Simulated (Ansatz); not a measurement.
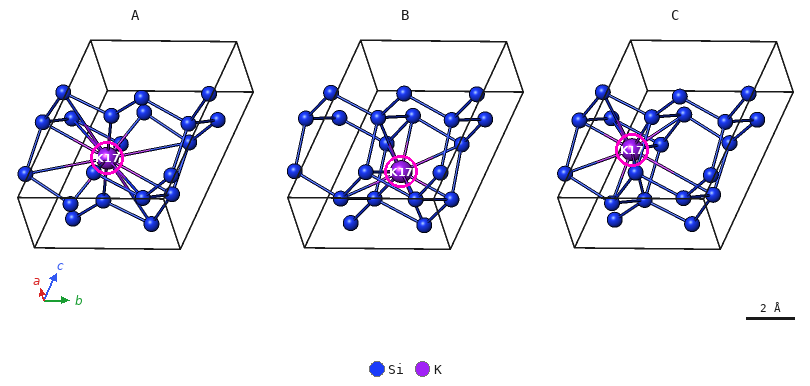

3 geometries from a converged minimum-energy path of a defect cell of composition KSi$_{16}$ (cell charge +1) (17 atoms in the cell), shuffled. The picture is a ball-and-stick view of the reduced simulation cell (origin moved), seen from a free direction. The moving atom is ringed, with any periodic copies. Lengths and directions refer to the drawn axes. Bonds to atoms that aren't drawn are left out.

Level of theory: DFT PBE, scalar-relativistic, plane waves, PAW in Ansatz 0.2.0. Run with plane-wave cutoff 420 eV; k-point mesh 2 × 2 × 2; Gaussian smearing 0.02 eV; 3 movable images; climbing image.

> Which frame is the top of the path?

A. In order along the path, whose images run from 0 to 4: C (image 1, +0.48 eV), A (image 2, +1.64 eV), B (image 4, 0.00 eV). The K atom travels furthest, 2.37 Å from end to end, along [−1 3 −1], on a straight line. At the highest image its nearest neighbour (Si) is 2.53 Å away, against 2.50 Å at the start, and the surrounding atoms stand up to 0.40 Å off the mean of their end positions.

Limits of the set-up: the periodic images lie only 7.7 Å apart, so the values are limited by the cell's size; the cell is charged, on a uniform background, and energies carry no finite-size correction.

The run took 13 s on 8 threads of Intel(R) Xeon(R) 6975P-C (Granite Rapids), on a shared host, peak memory 1.6 GiB.
